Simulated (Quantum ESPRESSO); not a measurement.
**La2Fe2Se2O3: which magnetic order is lowest**

Wanted: the moments of La2Fe2Se2O3 and the energy of each order that was tried.

Main program and level: Quantum ESPRESSO 7.5; PBEsol with U = 4.5 eV on Fe d (ortho-atomic projectors); plane waves with GBRV 1.5 PBEsol potentials, no spin-orbit coupling.

**1. The starting structure**

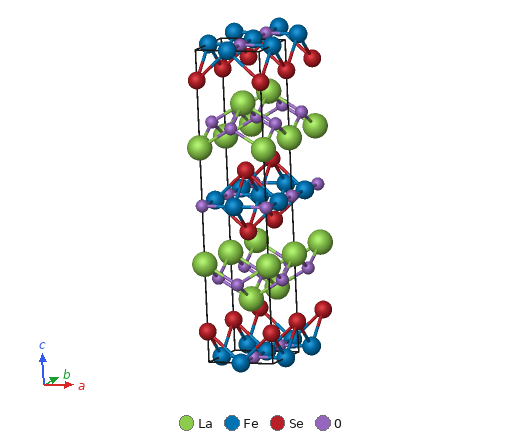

The cell as given, slightly off an axis (lanthanum green, iron blue, selenium red, oxygen purple). 1×2×1 cells are drawn. This picture shows the conventional cell, with its axes. Some periodic images of atoms are drawn too.

As a file:

```cif
data_structure
_symmetry_space_group_name_H-M 'I4/mmm'
_symmetry_Int_Tables_number 139
_cell_length_a 4.1217
_cell_length_b 4.1217
_cell_length_c 18.9790
_cell_angle_alpha 90.000
_cell_angle_beta 90.000
_cell_angle_gamma 90.000
_cell_volume 322.42
loop_
_atom_site_label
_atom_site_type_symbol
_atom_site_symmetry_multiplicity
_atom_site_Wyckoff_symbol
_atom_site_fract_x
_atom_site_fract_y
_atom_site_fract_z
_atom_site_occupancy
La1 La 4 e 0.50000 0.50000 0.81367 1
Fe1 Fe 4 c 0.50000 0.00000 0.00000 1
Se1 Se 4 e 0.00000 0.00000 0.90215 1
O1 O 2 b 0.50000 0.50000 0.00000 1
O2 O 4 d 0.00000 0.50000 0.75000 1
```

The cell comes from Materials Project 2023-11-01, a database of computed structures, and need not be the stable phase.

**2. Run 1 (ferro ++)**

The signs are those of the starting moments on the seeded atoms, the atoms that are given a moment.

pw.in reads:

```
&CONTROL
  calculation = 'scf'
  prefix = 'pwscf'
  outdir = './tmp'
  pseudo_dir = './pseudo'
  disk_io = 'nowf'
/
&SYSTEM
  ibrav = 0
  celldm(1) = 8
  nat = 9
  ntyp = 4
  ecutwfc = 40
  ecutrho = 280
  nbnd = 59
  occupations = 'smearing'
  smearing = 'fd'
  degauss = 0.00367493
  nspin = 2
  starting_magnetization(1) = 0
  starting_magnetization(2) = 0.25
  starting_magnetization(3) = 0
  starting_magnetization(4) = 0
/
&ELECTRONS
  conv_thr = 1.8d-08
  electron_maxstep = 150
  mixing_beta = 0.3
/
ATOMIC_SPECIES
La    138.9055 la_pbesol_v1.uspp.F.UPF
Fe     55.8450 fe_pbesol_v1.5.uspp.F.UPF
Se     78.9710 se_pbesol_v1.uspp.F.UPF
O      15.9990 o_pbesol_v1.2.uspp.F.UPF
CELL_PARAMETERS alat
  -0.4867992383363    0.4868027816909    2.2415679752646
   0.4867992383363   -0.4868027816909    2.2415679752646
   0.4867992383363    0.4868027816909   -2.2415679752646
ATOMIC_POSITIONS crystal
La      0.3136675000    0.3136675000    0.0000000000
La      0.6863325000    0.6863325000    0.0000000000
Fe      0.0000000000    0.5000000000    0.5000000000
Fe      0.5000000000    0.0000000000    0.5000000000
Se      0.9021490000    0.9021490000    0.0000000000
Se      0.0978510000    0.0978510000    0.0000000000
O       0.5000000000    0.5000000000    0.0000000000
O       0.2500010000    0.7500010000    0.5000000000
O       0.7499990000    0.2499990000    0.5000000000
K_POINTS automatic
6 6 6 0 0 0
HUBBARD {ortho-atomic}
U Fe-3d 4.5000
```

Started as:

```sh
OMP_NUM_THREADS=1 mpirun -n 4 pw.x -nk 4 -in pw.in > pw.out
```

Output:

```text
Program PWSCF v.7.5 starts

     Message from routine setup:
     using ibrav=0 with symmetry is DISCOURAGED, use correct ibrav instead

     K-points division:     npool     =       4
     Subspace diagonalization in iterative solution of the eigenvalue problem:

     G-vector sticks info
     --------------------
     sticks:   dense  smooth     PW     G-vecs:    dense   smooth      PW
     Sum        4395    2511    875                86063    37233    7675

     Using Slab Decomposition

     bravais-lattice index     =            0
     lattice parameter (alat)  =       8.0000  a.u.
     unit-cell volume          =    1087.8896 (a.u.)^3
     number of atoms/cell      =            9
     number of atomic types    =            4
     number of electrons       =        84.00
     number of Kohn-Sham states=           59
     kinetic-energy cutoff     =      40.0000  Ry
     charge density cutoff     =     280.0000  Ry
     scf convergence threshold =      1.8E-08
     mixing beta               =       0.3000
     number of iterations used =            8  plain     mixing
     Exchange-correlation= SLA  PW   PSX  PSC
                           (   1   4  10   8   0   0   0)
     Hubbard projectors: ortho-atomic
     Hubbard parameters of DFT+U (Dudarev formulation) in eV:
     U(Fe-3d) =  4.5000

     Internal variables: lda_plus_u =T, lda_plus_u_kind = 0

     Internal variables: orbital_resolved =F, hub_pot_fix =F, apply_U = F

     celldm(1)=   8.000000  celldm(2)=   0.000000  celldm(3)=   0.000000
     celldm(4)=   0.000000  celldm(5)=   0.000000  celldm(6)=   0.000000

     crystal axes: (cart. coord. in units of alat)
               a(1) = (  -0.486799   0.486803   2.241568 )
               a(2) = (   0.486799  -0.486803   2.241568 )
               a(3) = (   0.486799   0.486803  -2.241568 )

     reciprocal axes: (cart. coord. in units 2 pi/alat)
               b(1) = (  0.000000  1.027110  0.223058 )
               b(2) = (  1.027117  0.000000  0.223058 )
               b(3) = (  1.027117  1.027110  0.000000 )

     PseudoPot. # 1 for La read from file:
     la_pbesol_v1.uspp.F.UPF
     Pseudo is Ultrasoft + core correction, Zval = 11.0
     Generated by new atomic code, or converted to UPF format
     Using radial grid of  995 points,  8 beta functions with:
                l(1) =   0
                l(2) =   0
                l(3) =   1
                l(4) =   1
                l(5) =   2
                l(6) =   2
                l(7) =   3
                l(8) =   3
     Q(r) pseudized with  8 coefficients,  rinner =    1.700   1.700   1.700
                                                       1.700   1.700   1.700
                                                       1.700

     PseudoPot. # 2 for Fe read from file:
     fe_pbesol_v1.5.uspp.F.UPF
     Pseudo is Ultrasoft + core correction, Zval = 16.0
     Generated by new atomic code, or converted to UPF format
     Using radial grid of  861 points,  6 beta functions with:
                l(1) =   0
                l(2) =   0
                l(3) =   1
                l(4) =   1
                l(5) =   2
                l(6) =   2
     Q(r) pseudized with  8 coefficients,  rinner =    1.000   1.000   1.000
                                                       1.000   1.000

     PseudoPot. # 3 for Se read from file:
     se_pbesol_v1.uspp.F.UPF
     Pseudo is Ultrasoft + core correction, Zval =  6.0
     Generated by new atomic code, or converted to UPF format
     Using radial grid of  877 points,  6 beta functions with:
                l(1) =   0
                l(2) =   0
                l(3) =   1
                l(4) =   1
                l(5) =   2
                l(6) =   2
     Q(r) pseudized with  8 coefficients,  rinner =    1.300   1.300   1.300
                                                       1.300   1.300

     PseudoPot. # 4 for O  read from file:
     o_pbesol_v1.2.uspp.F.UPF
     Pseudo is Ultrasoft + core correction, Zval =  6.0
     Generated by new atomic code, or converted to UPF format
     Using radial grid of  737 points,  5 beta functions with:
                l(1) =   0
                l(2) =   0
                l(3) =   1
                l(4) =   1
                l(5) =   2
     Q(r) pseudized with  8 coefficients,  rinner =    0.900   0.900   0.900
                                                       0.900   0.900

     atomic species   valence    mass     pseudopotential
     La               11.00   138.90550     La( 1.00)
     Fe               16.00    55.84500     Fe( 1.00)
     Se                6.00    78.97100     Se( 1.00)
     O                 6.00    15.99900     O ( 1.00)

     Starting magnetic structure
     atomic species   magnetization
     La              0.000
     Fe              0.250
     Se              0.000
     O               0.000

      8 Sym. Ops., with inversion, found

   Cartesian axes

     site n.     atom                  positions (alat units)
         1        La     tau(   1) = (   0.0000000  -0.0000000   1.4062140  )
         2        La     tau(   2) = (   0.0000000  -0.0000000   3.0769219  )
         3        Fe     tau(   3) = (   0.4867992   0.0000000   0.0000000  )
         4        Fe     tau(   4) = (   0.0000000   0.4868028   0.0000000  )
         5        Se     tau(   5) = (   0.0000000  -0.0000000   4.0444566  )
         6        Se     tau(   6) = (   0.0000000   0.0000000   0.4386793  )
         7        O      tau(   7) = (   0.0000000   0.0000000   2.2415680  )
         8        O      tau(   8) = (   0.4867992  -0.0000000   1.1207885  )
         9        O      tau(   9) = (   0.0000000   0.4868028   1.1207795  )

     number of k points=    46  Fermi-Dirac smearing, width (Ry)=  0.0037
                       cart. coord. in units 2pi/alat
        k(    1) = (   0.0000000   0.0000000   0.0000000), wk =   0.0046296
        k(    2) = (   0.1711862   0.1711850   0.0000000), wk =   0.0185185
        k(    3) = (   0.3423725   0.3423700   0.0000000), wk =   0.0185185
        k(    4) = (  -0.5135587  -0.5135550   0.0000000), wk =   0.0092593
        k(    5) = (   0.1711862   0.0000000   0.0371764), wk =   0.0185185
        [... 41 further k-points ...]

     Dense  grid:    86063 G-vectors     FFT dimensions: ( 100, 100, 100)

     Smooth grid:    37233 G-vectors     FFT dimensions: (  75,  75,  75)

     Check: negative core charge=   -0.000014
     Generating pointlists ...
     new r_m :   0.2328 (alat units)  1.8622 (a.u.) for type    1
     new r_m :   0.2008 (alat units)  1.6064 (a.u.) for type    2
     new r_m :   0.2703 (alat units)  2.1625 (a.u.) for type    3
     new r_m :   0.2008 (alat units)  1.6064 (a.u.) for type    4

     Initial potential from superposition of free atoms

     starting charge      81.9411, renormalised to      84.0000

     negative rho (up, down):  7.774E-02 7.774E-02

     STARTING HUBBARD OCCUPATIONS:

     =================== HUBBARD OCCUPATIONS ===================
     ------------------------ ATOM    3 ------------------------
     Tr[ns(  3)] (up, down, total) =   5.00000  0.00000  5.00000
     Atomic magnetic moment for atom   3 =   5.00000
     [... lines left out ...]
     ------------------------ ATOM    4 ------------------------
     Tr[ns(  4)] (up, down, total) =   5.00000  0.00000  5.00000
     Atomic magnetic moment for atom   4 =   5.00000
     [... lines left out ...]
     Number of occupied Hubbard levels =   10.0000

     Atomic wfc used for Hubbard projectors are orthogonalized

     Starting wfcs are   86 randomized atomic wfcs

     Self-consistent Calculation

     iteration #  1     ecut=    40.00 Ry     beta= 0.30
     Davidson diagonalization with overlap
     ethr =  1.00E-02,  avg # of iterations =  4.8

     =================== HUBBARD OCCUPATIONS ===================
     ------------------------ ATOM    3 ------------------------
     Tr[ns(  3)] (up, down, total) =   4.96294  4.21341  9.17635
     Atomic magnetic moment for atom   3 =   0.74953
     [... lines left out ...]
     ------------------------ ATOM    4 ------------------------
     Tr[ns(  4)] (up, down, total) =   4.96293  4.21344  9.17637
     Atomic magnetic moment for atom   4 =   0.74949
     [... lines left out ...]
     Number of occupied Hubbard levels =   18.3527

     negative rho (up, down):  7.585E-02 7.589E-02

     total energy              =    -866.90909806 Ry
     estimated scf accuracy    <      49.55776228 Ry

     total magnetization       =     1.85 Bohr mag/cell
     absolute magnetization    =     2.44 Bohr mag/cell

     iteration #  2     ecut=    40.00 Ry     beta= 0.30
     Davidson diagonalization with overlap
     ethr =  1.00E-02,  avg # of iterations =  6.8

     total energy              =    -860.67304357 Ry
     estimated scf accuracy    <     668.06971189 Ry

     total magnetization       =     0.20 Bohr mag/cell
     absolute magnetization    =     0.34 Bohr mag/cell

     iteration #  3     ecut=    40.00 Ry     beta= 0.30
     Davidson diagonalization with overlap
     ethr =  1.00E-02,  avg # of iterations =  9.3

     negative rho (up, down):  4.367E-03 4.625E-03

     total energy              =    -887.67342236 Ry
     estimated scf accuracy    <      18.20760948 Ry

     total magnetization       =     5.27 Bohr mag/cell
     absolute magnetization    =     5.78 Bohr mag/cell

     [... further iterations left out ...]

     iteration # 21     ecut=    40.00 Ry     beta= 0.30
     Davidson diagonalization with overlap
     ethr =  1.14E-09,  avg # of iterations =  2.8

     negative rho (up, down):  5.427E-02 5.598E-02

     total energy              =    -888.71675074 Ry
     estimated scf accuracy    <       0.00000073 Ry

     total magnetization       =     8.00 Bohr mag/cell
     absolute magnetization    =     8.04 Bohr mag/cell

     iteration # 22     ecut=    40.00 Ry     beta= 0.30
     Davidson diagonalization with overlap
     ethr =  8.63E-10,  avg # of iterations =  4.0

     negative rho (up, down):  5.426E-02 5.598E-02

     total energy              =    -888.71675111 Ry
     estimated scf accuracy    <       0.00000075 Ry

     total magnetization       =     8.00 Bohr mag/cell
     absolute magnetization    =     8.04 Bohr mag/cell

     iteration # 23     ecut=    40.00 Ry     beta= 0.30
     Davidson diagonalization with overlap
     ethr =  8.63E-10,  avg # of iterations =  3.0

     negative rho (up, down):  5.425E-02 5.597E-02

     total energy              =    -888.71675124 Ry
     estimated scf accuracy    <       0.00000017 Ry

     total magnetization       =     8.00 Bohr mag/cell
     absolute magnetization    =     8.04 Bohr mag/cell

     iteration # 24     ecut=    40.00 Ry     beta= 0.30
     Davidson diagonalization with overlap
     ethr =  2.06E-10,  avg # of iterations =  4.4

     negative rho (up, down):  5.425E-02 5.597E-02

     Magnetic moment per site  (integrated on atomic sphere of radius R)
     atom   1 (R=0.233)  charge=  6.2467  magn=  0.0111
     atom   2 (R=0.233)  charge=  6.2467  magn=  0.0111
     atom   3 (R=0.201)  charge= 13.3106  magn=  3.3737
     atom   4 (R=0.201)  charge= 13.3106  magn=  3.3737
     atom   5 (R=0.270)  charge=  4.4801  magn=  0.0937
     atom   6 (R=0.270)  charge=  4.4801  magn=  0.0937
     atom   7 (R=0.201)  charge=  5.6117  magn=  0.1818
     atom   8 (R=0.201)  charge=  5.6086  magn=  0.0060
     atom   9 (R=0.201)  charge=  5.6086  magn=  0.0060

     End of self-consistent calculation

     =================== HUBBARD OCCUPATIONS ===================
     ------------------------ ATOM    3 ------------------------
     Tr[ns(  3)] (up, down, total) =   4.92835  1.22784  6.15619
     Atomic magnetic moment for atom   3 =   3.70051
     [... lines left out ...]
     ------------------------ ATOM    4 ------------------------
     Tr[ns(  4)] (up, down, total) =   4.92835  1.22784  6.15620
     Atomic magnetic moment for atom   4 =   3.70051
     [... lines left out ...]
     Number of occupied Hubbard levels =   12.3124

     [... lines left out ...]
     the Fermi energy is    10.4621 ev

!    total energy              =    -888.71675149 Ry
     estimated scf accuracy    <          8.7E-09 Ry
     smearing contrib. (-TS)   =      -0.00000000 Ry
     internal energy E=F+TS    =    -888.71675149 Ry

     The total energy is F=E-TS. E is the sum of the following terms:
     one-electron contribution =    -514.36603578 Ry
     hartree contribution      =     298.54138346 Ry
     xc contribution           =    -236.50596518 Ry
     ewald contribution        =    -436.51488864 Ry
     Hubbard energy            =       0.12875465 Ry

     total magnetization       =     8.00 Bohr mag/cell
     absolute magnetization    =     8.04 Bohr mag/cell

     convergence has been achieved in  24 iterations

=------------------------------------------------------------------------------=
   JOB DONE.
=------------------------------------------------------------------------------=
```

Wall time 17 min (4 MPI ranks of Arm Neoverse V2, shared host); peak memory 2.1 GiB; 69 min of CPU time.

Spin moment in the atom's sphere by atom:

```tsv
atom	spin moment in the atom's sphere (μB)
La1	0.01
La2	0.01
Fe3	3.37
Fe4	3.37
Se5	0.09
Se6	0.09
O7	0.18
O8	0.01
O9	0.01
```

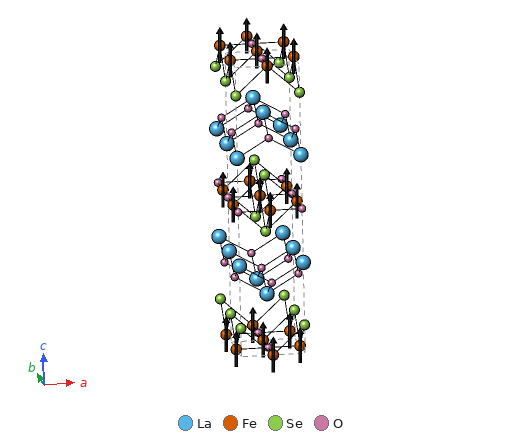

Spin moment in the atom's sphere as arrows, the longest 3.37 μB. Up and down stand for the sign. Arrows give size and sign along the axis of quantisation, drawn up and down the page. 1×2×1 conventional cells are drawn. Some periodic images of atoms are drawn too.

Read from the output:

* smearing term TS: 2.63e-8 eV
* magnetization: 8 μB
* absolute magnetization: 8.043 μB
* final state: ferromagnetic

(Continued in part 2 of 3.)

[Logs and program files are shortened in this print: banners, set-up blocks, solver, clock and traceback lines can be left out without a mark of their own.]

[Logs are printed without paths, hosts, clocks, repeated set-up lines and the standing remarks that a program may print on its own settings, such as how far it seeks lower states.]

[Hosts, paths, dates, database ids (printed as entryN), source tags and the programs' standing remarks are cut or masked in the printed files.]

[Where a cell is said to come from a database of computed structures, the database is the Materials Project.]
